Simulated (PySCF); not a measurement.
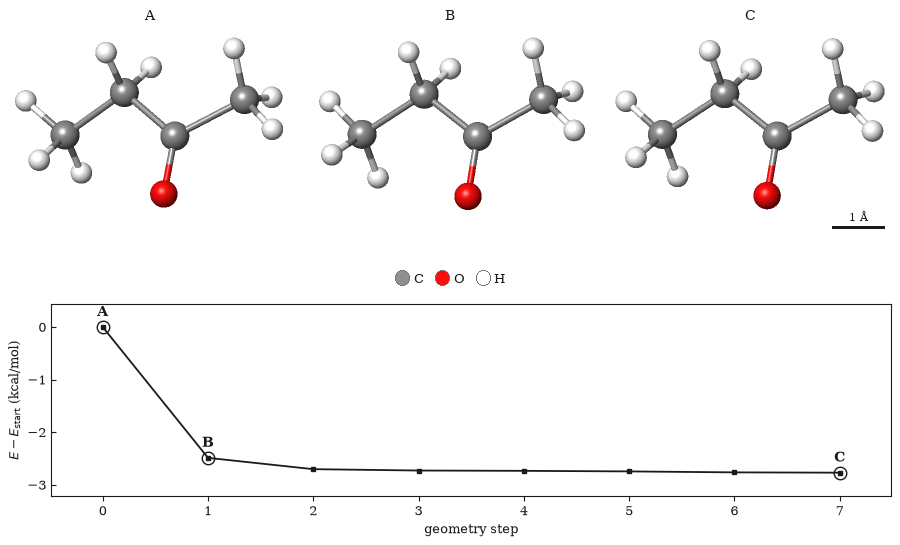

Frames of a relaxation of C₄H₈O, marked on the history of the run. The picture is a ball-and-stick view, seen at a tilt.

The start comes from GFN2-xTB. Its atoms were then displaced at random by about 0.01 Å.

Level of theory: PBE0-D3(BJ)/def2-TZVP geometry optimisation, gas phase in PySCF. 

> Describe the path.

After 7 geometry steps the energy has fallen by 2.77 kcal/mol. The atom that moves furthest after the best rigid fit is an H atom (0.13 Å). Largest moves by element: H 0.13 Å, O 0.12 Å, C 0.06 Å. Near-neighbour distances that change, for instance: C–C 1.561 → 1.506 Å, C–H 1.120 → 1.091 Å, C–H 1.066 → 1.091 Å, C–H 1.081 → 1.097 Å. Bond angles that change, for instance: C–C–H 105.2° → 109.1°, H–C–H 108.4° → 104.8°, H–C–H 111.8° → 109.1°. Cost: 84 s on 2 threads of Intel(R) Xeon(R) Platinum 8259CL CPU @ 2.50GHz (shared host). From step 0 to 1: an H atom moves most (0.18 Å), energy −2.49 kcal/mol. From step 1 to 7: an H atom moves most (0.11 Å), energy −0.28 kcal/mol.
